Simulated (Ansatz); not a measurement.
A computed series for WO3: pressure series

Consider WO₃ (space group Pbcm, No. 57; a = 3.886 Å, b = 7.657 Å, c = 7.477 Å; a cell from a computed database, its experimental status unchecked).

Cell and atoms are relaxed at each pressure.

The values are results of PBEsol/PAW in Ansatz (a first-principles code), no spin-orbit coupling, not measurements.

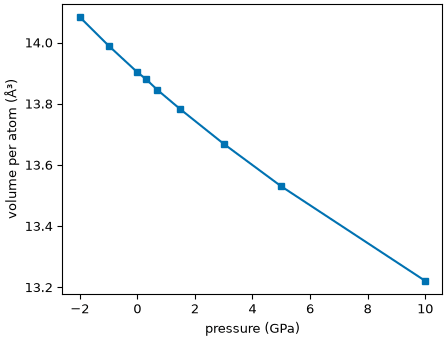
Figure. Volume per atom against pressure

From the plot, what is the volume per atom for pressure 5 GPa?

About 13.53 Å³.

Is the trend monotonic over the range shown?

Yes, it falls throughout, spanning 13.22 Å³ to 14.08 Å³.

Load acts through the strain it causes; cell and atoms are relaxed under it. Whether these cells are dynamically stable was not tested. No other phases were tried under pressure.
